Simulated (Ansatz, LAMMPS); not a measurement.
# Relaxing glassy 47SiO2-23SrO-30Li2O (mol %) (119 atoms), part 2 of 3

Wanted: the relaxed structure of glassy 47SiO2-23SrO-30Li2O (mol %) (119 atoms) and its electronic structure.

Ansatz 0.2.0; Kohn-Sham DFT, PBE, PAW (set soft_2), plane waves.

The cell: 20 Si, 10 Sr, 26 Li and 63 O. The quench rate of 25 K/ps is orders of magnitude faster than experiment. The starting topology of bonds comes from the classical model. The Brillouin zone is sampled at Γ only, in a cell whose shortest periodic width is 11 Å.

So far. Step 3 (Single point at the start): Neighbours are counted within 2.58 Å (O-Li), 2.12 Å (O-Si), 3.12 Å (O-Sr).

### 4. Relaxation

The atoms are relaxed in the fixed cell, aiming at the force tolerance of the input.

Contents of input.yaml:

```yaml
crystal:
  lattice:
    - [11.43824, 0.0, 0.0]
    - [0.0, 11.43824, 0.0]
    - [0.0, 0.0, 11.43824]
  atoms:
    [... the 119 atom lines of step 3 ...]
kpoints:
  mp_grid: { grid: [1, 1, 1] }
hamiltonian:
  xc: pbe
scf:
  occupations: { method: fixed }
output:
  forces: true
relax:
  f_tol: 0.03
  max_steps: 200
```

On the command line:

```bash
$ ansatz run input.yaml --threads 4 --pin off --max-ram 8192MiB --backend cpu --events-out ev --progress --plain --runs-dir out
```

Numbers of over 12 decimals in the logs are rounded to 6 here.

The program printed:

```text
[...]
Crystal: 119 atoms, lattice volume = 1496.503 Å³
Basis set: ecut = 420 eV, 29279 PW (Γ), exchange–correlation on 160×160×160 points (8 copies of the dense FFT grid, shifted against one another)
Bands: 437, of which v1, the nominal top of the filled ones, is band 318 counted from 1 (317 counted from 0)
Symmetry: 1 space group operations
[...]
k-points: 1
[...]
SCF iter   1: F=—  HF=-89366.749709 eV  |F-HF|=—  |Δ(HF+E_count)|=         —  Δρ=2.23e-3  dr2=1.09e-1  ethr=1.77e-3  ⟨swp⟩=7.0  Hψ=1498  notcnv=0  defer=115
[...]
SCF iter   3: F=—  HF=-89366.761886 eV  |F-HF|=—  |Δ(HF+E_count)|=   9.63e-4  Δρ=5.60e-4  dr2=8.42e-3  ethr=3.92e-6  ⟨swp⟩=3.0  Hψ=535  notcnv=0  defer=96
automatic band count: iteration 3 solves 416 bands in place of 437: the levels show a gap, and the empty bands left out lie too high to hold charge; the band table lists the bands solved (type scf.n_extra_bands for more)
SCF iter   4: F=—  HF=-89366.761801 eV  |F-HF|=—  |Δ(HF+E_count)|=   8.50e-5  Δρ=1.92e-4  dr2=6.27e-4  ethr=1.32e-6  ⟨swp⟩=3.0  Hψ=627  notcnv=0  defer=96
[...]
SCF iter   6: F=-89366.761888 eV  HF=-89366.761890 eV  |F-HF|=2.20e-6  |Δ(HF+E_count)|=   3.29e-5  Δρ=3.77e-5  dr2=1.97e-5  ethr=3.54e-9  ⟨swp⟩=3.0  Hψ=1592  notcnv=0
SCF 1 converged in 6 iterations: F = -89366.761888 eV  dr2 = 1.97e-5
[...]
relax step   1: F+E_penalty+E_count = -89366.76188818 eV  Δ(F+E_penalty+E_count) = +0.000e0 eV  max|allowed force component| = 6.618e0 eV/Å  Δτ_max = 0.0000 Å  (6 SCF iters, dr2 threshold 2.25e-5 eV, accepted)
[... from here on, the SCF cycles and remarks between the steps are left out ...]
relax step   2: F+E_penalty+E_count = -89372.95953232 eV  Δ(F+E_penalty+E_count) = -6.198e0 eV  max|allowed force component| = 3.277e0 eV/Å  Δτ_max = 0.1950 Å  (7 SCF iters, dr2 threshold 1.00e-4 eV, accepted)
relax step   3: F+E_penalty+E_count = -89376.94573061 eV  Δ(F+E_penalty+E_count) = -3.986e0 eV  max|allowed force component| = 8.310e-1 eV/Å  Δτ_max = 0.1978 Å  (8 SCF iters, dr2 threshold 1.00e-4 eV, accepted)
relax step   4: F+E_penalty+E_count = -89377.88741959 eV  Δ(F+E_penalty+E_count) = -9.417e-1 eV  max|allowed force component| = 6.540e-1 eV/Å  Δτ_max = 0.2000 Å  (7 SCF iters, dr2 threshold 4.44e-5 eV, accepted)
relax step   5: F+E_penalty+E_count = -89378.44271266 eV  Δ(F+E_penalty+E_count) = -5.553e-1 eV  max|allowed force component| = 4.250e-1 eV/Å  Δτ_max = 0.1923 Å  (7 SCF iters, dr2 threshold 2.75e-5 eV, accepted)
relax step   6: F+E_penalty+E_count = -89378.80489584 eV  Δ(F+E_penalty+E_count) = -3.622e-1 eV  max|allowed force component| = 3.495e-1 eV/Å  Δτ_max = 0.2000 Å  (7 SCF iters, dr2 threshold 7.63e-5 eV, accepted)
relax step   7: F+E_penalty+E_count = -89378.97669711 eV  Δ(F+E_penalty+E_count) = -1.718e-1 eV  max|allowed force component| = 3.770e-1 eV/Å  Δτ_max = 0.1932 Å  (7 SCF iters, dr2 threshold 5.16e-5 eV, accepted)
relax step   8: F+E_penalty+E_count = -89379.02755600 eV  Δ(F+E_penalty+E_count) = -5.086e-2 eV  max|allowed force component| = 2.653e-1 eV/Å  Δτ_max = 0.2000 Å  (7 SCF iters, dr2 threshold 9.61e-5 eV, accepted)
relax step   9: F+E_penalty+E_count = -89379.14903584 eV  Δ(F+E_penalty+E_count) = -1.215e-1 eV  max|allowed force component| = 1.818e-1 eV/Å  Δτ_max = 0.2000 Å  (7 SCF iters, dr2 threshold 3.48e-5 eV, accepted)
relax step  10: F+E_penalty+E_count = -89379.20156900 eV  Δ(F+E_penalty+E_count) = -5.253e-2 eV  max|allowed force component| = 2.460e-1 eV/Å  Δτ_max = 0.1942 Å  (7 SCF iters, dr2 threshold 1.55e-5 eV, accepted)
relax step  11: F+E_penalty+E_count = -89379.23414303 eV  Δ(F+E_penalty+E_count) = -3.257e-2 eV  max|allowed force component| = 2.339e-1 eV/Å  Δτ_max = 0.1971 Å  (7 SCF iters, dr2 threshold 2.84e-5 eV, accepted)
relax step  12: F+E_penalty+E_count = -89379.23615611 eV  Δ(F+E_penalty+E_count) = -2.013e-3 eV  max|allowed force component| = 3.734e-1 eV/Å  Δτ_max = 0.2000 Å  (7 SCF iters, dr2 threshold 4.95e-5 eV, accepted)
relax step  13: F+E_penalty+E_count = -89379.28716495 eV  Δ(F+E_penalty+E_count) = -5.101e-2 eV  max|allowed force component| = 1.099e-1 eV/Å  Δτ_max = 0.0875 Å  (6 SCF iters, dr2 threshold 1.00e-4 eV, accepted)
relax step  14: F+E_penalty+E_count = -89379.31436097 eV  Δ(F+E_penalty+E_count) = -2.720e-2 eV  max|allowed force component| = 1.595e-1 eV/Å  Δτ_max = 0.2000 Å  (9 SCF iters, dr2 threshold 1.05e-6 eV, accepted)
relax step  15: F+E_penalty+E_count = -89379.32998431 eV  Δ(F+E_penalty+E_count) = -1.562e-2 eV  max|allowed force component| = 2.075e-1 eV/Å  Δτ_max = 0.1594 Å  (8 SCF iters, dr2 threshold 2.21e-6 eV, accepted)
relax step  16: F+E_penalty+E_count = -89379.34888623 eV  Δ(F+E_penalty+E_count) = -1.890e-2 eV  max|allowed force component| = 1.600e-1 eV/Å  Δτ_max = 0.0312 Å  (5 SCF iters, dr2 threshold 4.31e-5 eV, accepted)
relax step  17: F+E_penalty+E_count = -89379.36662684 eV  Δ(F+E_penalty+E_count) = -1.774e-2 eV  max|allowed force component| = 2.514e-1 eV/Å  Δτ_max = 0.2000 Å  (7 SCF iters, dr2 threshold 1.52e-5 eV, accepted)
relax step  18: F+E_penalty+E_count = -89379.39514274 eV  Δ(F+E_penalty+E_count) = -2.852e-2 eV  max|allowed force component| = 1.027e-1 eV/Å  Δτ_max = 0.0433 Å  (6 SCF iters, dr2 threshold 3.76e-5 eV, accepted)
relax step  19: F+E_penalty+E_count = -89379.42970400 eV  Δ(F+E_penalty+E_count) = -3.456e-2 eV  max|allowed force component| = 8.695e-2 eV/Å  Δτ_max = 0.2000 Å  (8 SCF iters, dr2 threshold 1.76e-6 eV, accepted)
relax step  20: F+E_penalty+E_count = -89379.43245437 eV  Δ(F+E_penalty+E_count) = -2.750e-3 eV  max|allowed force component| = 9.520e-2 eV/Å  Δτ_max = 0.1090 Å  (8 SCF iters, dr2 threshold 1.26e-6 eV, accepted)
relax step  21: F+E_penalty+E_count = -89379.30557720 eV  Δ(F+E_penalty+E_count) = +1.269e-1 eV  max|allowed force component| = 4.296e-1 eV/Å  Δτ_max = 0.2000 Å  (9 SCF iters, dr2 threshold 6.50e-6 eV, rejected (line search))
relax step  22: F+E_penalty+E_count = -89379.44293175 eV  Δ(F+E_penalty+E_count) = -1.048e-2 eV  max|allowed force component| = 3.769e-2 eV/Å  Δτ_max = 0.0520 Å  (11 SCF iters, accepted)
relax step  23: F+E_penalty+E_count = -89379.44101757 eV  Δ(F+E_penalty+E_count) = +1.914e-3 eV  max|allowed force component| = 7.358e-2 eV/Å  Δτ_max = 0.0375 Å  (8 SCF iters, rejected (line search))
relax step  24: F+E_penalty+E_count = -89379.44430238 eV  Δ(F+E_penalty+E_count) = -1.371e-3 eV  max|allowed force component| = 3.127e-2 eV/Å  Δτ_max = 0.0147 Å  (8 SCF iters, accepted)
relax step  25: F+E_penalty+E_count = -89379.44308264 eV  Δ(F+E_penalty+E_count) = +1.220e-3 eV  max|allowed force component| = 6.629e-2 eV/Å  Δτ_max = 0.0500 Å  (9 SCF iters, rejected (line search))
relax step  26: F+E_penalty+E_count = -89379.44637342 eV  Δ(F+E_penalty+E_count) = -2.071e-3 eV  max|allowed force component| = 1.714e-2 eV/Å  Δτ_max = 0.0250 Å  (8 SCF iters, accepted)
SCF converged after 8 iterations
Free energy (F): -89379.446373 eV
[...]
Internal energy: -89379.446373 eV  (E = F + TS)
E sigma→0 (E₀):  -89379.446373 eV
Fermi energy:    4.629913 eV
[...]
--- Forces (eV/Å), atoms counted from 1 ---
  atom   1  Si     0.00740676    -0.00305357     0.00064655
  atom   2  Si     0.00263629    -0.00451998     0.01714435
  atom   3  Si     0.00562769    -0.01702032    -0.00272497
  atom   4  Si    -0.01159557     0.00322655     0.00549219
  atom   5  Si    -0.00057479    -0.00743515    -0.00225635
  atom   6  Si     0.00160976     0.01213199    -0.00910586
  atom   7  Si     0.00909762    -0.00370944    -0.00609694
  atom   8  Si    -0.00570693     0.00234952    -0.00019258
  atom   9  Si    -0.00300697    -0.00612087     0.01145279
  atom  10  Si    -0.00285060     0.01091217    -0.00541679
  atom  11  Si    -0.00909258     0.00291397    -0.00125412
  atom  12  Si    -0.00181305     0.00684595    -0.00397175
  atom  13  Si     0.00318651     0.00865249    -0.00489634
  atom  14  Si     0.00097073    -0.00008776    -0.00320516
[...]
atom 118  O     -0.00645832    -0.00647620    -0.00214360
  atom 119  O      0.00183817     0.00875025     0.00960052
  max |Σ_I F_I| component: 1.13e-4 eV/Å
--- Relaxed structure (26 steps of the walk, 23 accepted, 0 SCFs on fresh bases) ---
  F+E_penalty+E_count = -89379.44637342 eV   max|allowed force component| = 1.714e-2 eV/Å
  atoms:
    - { symbol: Si, position: [0.655717, 0.791446, 0.841912] }
    - { symbol: Si, position: [0.798735, 0.384790, 0.557690] }
    - { symbol: Si, position: [0.876574, 0.252705, 0.791096] }
    - { symbol: Si, position: [0.161102, 0.759056, 0.388799] }
[...]
- { symbol: O, position: [0.985275, 0.183762, 0.730117] }
```

Run time: 5.1 min. Hardware: 4 threads of Arm Neoverse V2, shared host; peak memory 1.8 GiB.

Step by step (22 of 26):

```csv
step,energy less that of the first step (eV),largest force component (eV/Å)
1,0.0000,6.6184
2,-6.1976,3.2765
3,-10.1838,0.8310
5,-11.6808,0.4250
6,-12.0430,0.3495
7,-12.2148,0.3770
8,-12.2657,0.2653
9,-12.3871,0.1818
11,-12.4723,0.2339
12,-12.4743,0.3734
13,-12.5253,0.1099
14,-12.5525,0.1595
15,-12.5681,0.2075
16,-12.5870,0.1600
18,-12.6333,0.1027
19,-12.6678,0.0869
20,-12.6706,0.0952
21,-12.5437,0.4296
22,-12.6810,0.0377
24,-12.6824,0.0313
25,-12.6812,0.0663
26,-12.6845,0.0171
```

Relaxation steps 21, 23, 25 were tried and not accepted.

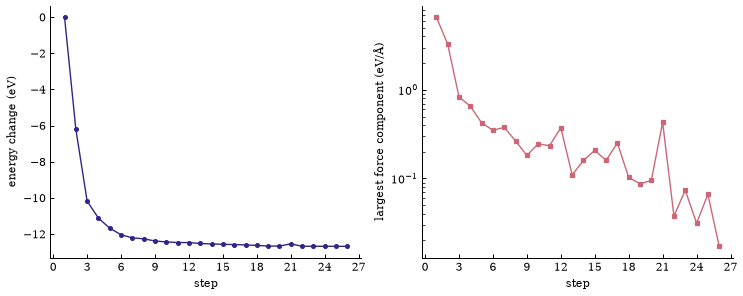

Energy and largest force along the relaxation.

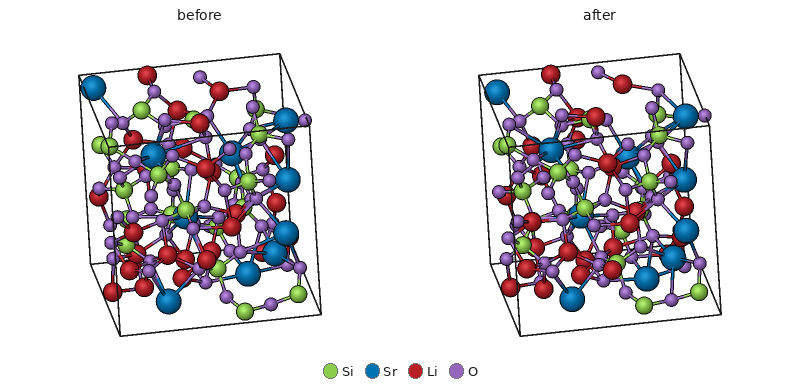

Before and after, at one scale. Bonds to atoms that aren't drawn are left out.

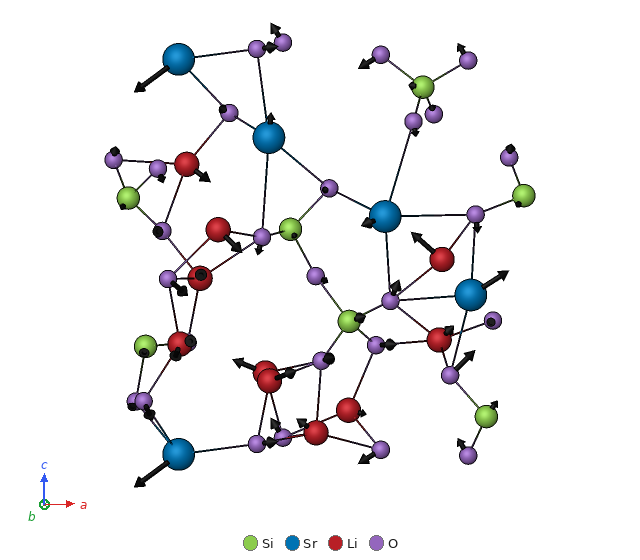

Displacements in the relaxation, exaggerated; the longest in the cell stands for 0.95 Å. Drawn is a slice 4 Å thick, seen along the normal of the ac plane. Bonds to atoms that aren't drawn are left out.

The atoms that moved most (Å):

```csv
atom,dx,dy,dz,length
Sr30,-0.712,0.285,-0.562,0.951
Li43,-0.621,-0.225,-0.633,0.915
Li39,0.697,-0.029,0.583,0.909
Li33,-0.816,0.304,0.084,0.875
O62,0.474,-0.591,-0.337,0.829
O115,0.259,0.537,-0.540,0.804
O98,-0.191,0.411,-0.571,0.729
Li48,0.001,0.284,-0.640,0.701
```

The relaxation changed the energy by -107 meV/atom, and atoms moved by 0.39 Å r.m.s., 0.95 Å at most.

### 5. Distances and neighbours after relaxation

Bonds before and after, by the cutoffs listed below:

```csv
pair,bonds before,bonds after,mean before (Å),mean after (Å),spread before (Å),spread after (Å)
O-Li,95,95,2.078,2.009,0.150,0.153
O-Si,80,80,1.612,1.652,0.053,0.037
O-Sr,60,61,2.694,2.628,0.181,0.169
```

Density 2.91 g/cm³, 12.58 Å³ an atom.

Pair distribution functions g(r), in bins of 0.2 Å:

```csv
r (Å),total,O-O,O-Li,O-Si,O-Sr,Li-Li,Li-Si
1.50,0.24,0.00,0.00,1.33,0.00,0.00,0.00
1.70,2.29,0.00,0.23,12.56,0.00,0.00,0.00
1.90,1.11,0.00,4.81,0.00,0.00,0.00,0.00
2.10,0.70,0.00,3.04,0.00,0.00,0.00,0.00
2.30,0.22,0.00,0.42,0.00,0.51,1.62,0.00
2.50,0.70,0.46,0.17,0.00,4.49,1.13,1.05
2.70,1.68,4.30,0.34,0.00,2.35,1.44,1.43
2.90,0.77,0.78,0.53,0.05,0.80,1.70,2.80
3.10,1.02,0.98,0.57,0.19,0.69,2.40,2.65
3.30,1.13,1.33,0.99,0.63,0.34,1.13,1.69
3.50,1.10,1.34,1.07,0.58,1.08,0.89,1.21
3.70,1.02,0.79,0.98,1.34,0.83,1.02,0.75
3.90,0.95,0.65,1.28,1.39,0.86,0.48,0.76
4.10,1.14,0.58,1.29,1.99,0.84,1.35,0.81
4.30,1.12,0.68,1.64,1.79,0.66,0.56,0.50
4.50,0.92,0.74,1.11,1.23,1.25,0.61,0.34
4.70,0.85,0.80,0.95,0.85,1.20,0.32,0.97
4.90,0.96,1.33,0.73,0.75,1.34,0.59,0.86
5.10,0.98,1.29,0.88,0.53,1.10,1.34,1.01
5.30,0.96,1.29,0.73,0.60,1.08,1.25,1.34
5.50,0.97,1.05,0.84,0.80,0.84,0.88,1.28
```

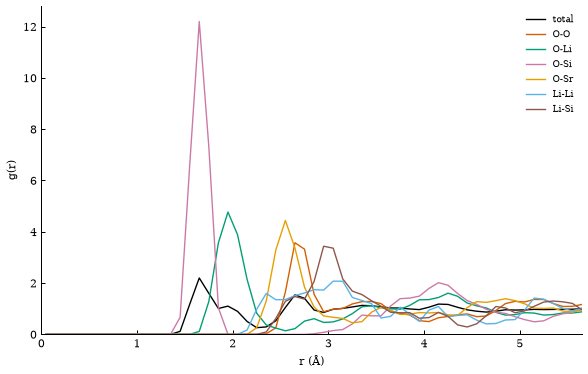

Pair distribution functions, lightly smoothed.

Bonds by pair of elements; cutoffs follow the first minimum of g(r), held within bounds set by covalent radii, and pairs that aren't listed don't count as bonded:

```csv
pair A-B,cutoff (Å),bonds,mean length (Å),spread (Å),shortest (Å),B about A,A about B
O-Li,2.58,95,2.01,0.153,1.77,1.51,3.65
O-Si,2.12,80,1.65,0.037,1.59,1.27,4
O-Sr,3.08,61,2.63,0.169,2.30,0.968,6.1
```

How many atoms have how many bonded neighbours:

```csv
element,mean,2,3,4,5,6,7
Li,3.65,0,10,15,1,0,0
O,3.75,2,22,30,8,1,0
Si,4,0,0,20,0,0,0
Sr,6.1,0,0,0,1,7,2
```

Bond angles, per cent of each kind in bins of 5°:

```csv
angle (°),O-Sr-O,O-Li-O,O-Si-O,Li-O-Si,Li-O-Sr
50–55,1.9,0.0,0.0,0.0,0.0
55–60,4.5,0.0,0.0,0.0,0.0
60–65,2.5,0.0,0.0,0.0,0.0
65–70,6.4,0.8,0.0,0.0,2.6
70–75,2.5,3.9,0.0,0.0,2.6
75–80,6.4,3.9,0.0,5.0,3.9
80–85,9.6,1.5,0.0,6.0,11.5
85–90,6.4,2.3,0.0,5.0,15.4
90–95,10.2,5.4,0.0,5.0,12.8
95–100,6.4,10.0,3.3,4.0,9.0
100–105,4.5,11.5,15.0,7.0,5.1
105–110,3.2,15.4,39.2,9.0,11.5
110–115,5.1,10.0,28.3,8.0,2.6
115–120,2.5,10.8,12.5,14.0,3.9
120–125,3.8,6.2,1.7,6.0,5.1
125–130,3.8,5.4,0.0,9.0,2.6
130–135,2.5,3.9,0.0,6.0,2.6
135–140,3.8,2.3,0.0,6.0,1.3
140–145,0.6,3.9,0.0,1.0,1.3
145–150,3.8,0.8,0.0,3.0,1.3
150–155,3.2,1.5,0.0,1.0,1.3
155–160,3.2,0.8,0.0,1.0,1.3
160–165,0.6,0.0,0.0,1.0,2.6
165–170,0.6,0.0,0.0,2.0,0.0
170–175,1.3,0.0,0.0,1.0,0.0
175–180,0.6,0.0,0.0,0.0,0.0
```

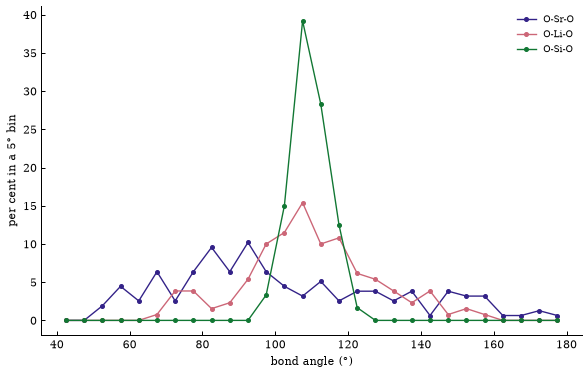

Distributions of the most common bond angles.

Bond angles (no mean is given where the spread exceeds 20°):

```csv
angle,count,mean (°),spread (°)
O-Sr-O,157,-,-
O-Li-O,130,109,18.3
O-Si-O,120,109,5.2
Li-O-Si,100,-,-
Li-O-Sr,78,-,-
```

Oxygen atoms by the number of network formers (Si, P, Ge, B, Al, As, Ga) bound to them:

```csv
network formers bound to O,O atoms,per cent
0,2,3.2
1,42,66.7
2,19,30.2
```

Network units: each former by its oxygen neighbours and how many of them bridge to another former:

```csv
former,O neighbours,bridging O,atoms
Si,4,1,7
Si,4,2,8
Si,4,3,5
```

Bond length by coordination (bonds to H left out):

```csv
element,coordination,atoms,mean bond length (Å)
Li,3,10,1.93
Li,4,15,2.03
Li,5,1,2.19
O,2,2,1.65
O,3,22,1.97
O,4,30,2.06
O,5,8,2.16
O,6,1,2.13
Sr,5,1,2.54
Sr,6,7,2.63
Sr,7,2,2.65
```

Rings of the network by King's shortest-path rule, up to 12 atoms, one path for each pair of neighbours; H, halogens, alkali and alkaline-earth atoms are left out, and the last column divides by all other atoms, bonded or not:

```csv
ring size (atoms),rings,per network atom
12,1,0.012
```

First main peaks of g(r), for some of the pairs, lie near 2.7 Å (O-O), 1.9 Å (O-Li), 1.6 Å (O-Si), 2.5 Å (O-Sr) and 3.0 Å (Li-Si). Counting bonds as in the table, 58 % of Li atoms have 4, 48 % of O atoms have 4, all Si atoms have 4 and 70 % of Sr atoms have 6 bonded neighbours. 30 % of the oxygens bridge two formers (Si) and 67 % are non-bridging; 3 % join none. The commonest Si unit has 4 oxygens, 2 of them shared with other formers (8 of 20 atoms). All rings counted have 12 atoms.

(Part 2 of 3 ends here.)

[Logs are printed without paths, hosts, clocks, repeated set-up lines and the standing remarks that a program may print on its own settings, such as how far it seeks lower states.]

[Hosts, paths, dates, database ids (printed as entryN), source tags and the programs' standing remarks are cut or masked in the printed files.]
